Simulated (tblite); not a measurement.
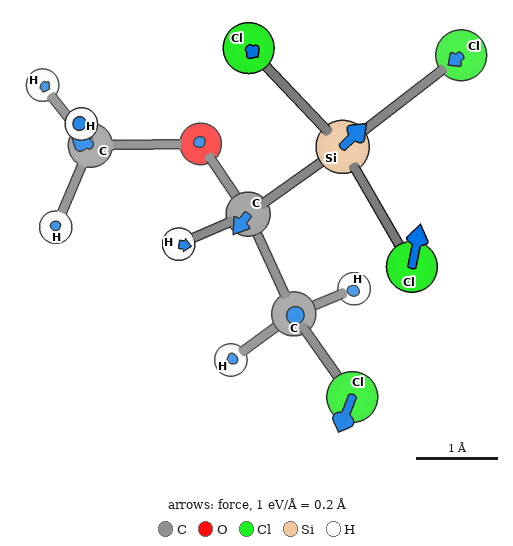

Starting geometry of C3H6Cl4OSi with the computed forces as blue arrows. The picture is a ball-and-stick view, seen at a tilt.

The calculation used tblite, GFN2-xTB geometry optimisation, gas phase. 

### Is this structure relaxed? If not, where do the atoms go?

It isn't relaxed: the largest force vector, on a Cl atom, is 3.42 eV/Å. The final displacements follow the starting forces only in part (cosine between the two patterns 0.31). The energy falls by 33.7 kcal/mol in 162 geometry steps. The largest move after the best rigid fit is that of an H atom, 1.12 Å. By element the largest moves are H 1.12 Å, Cl 0.92 Å, O 0.68 Å, C 0.34 Å, Si 0.23 Å. Some distances before and after: Cl–Cl 2.515 → 3.499 Å, Cl–Si 3.150 → 3.360 Å, Cl–Si 2.117 → 2.008 Å, Cl–Si 2.100 → 2.013 Å. Among the angles between lasting bonds that change: C–O–C 106.0° → 115.5°, O–C–Si 113.9° → 104.9°, O–C–H 115.0° → 106.0°. Groups turn about C–O by about 40°, C–Si by about 35°.
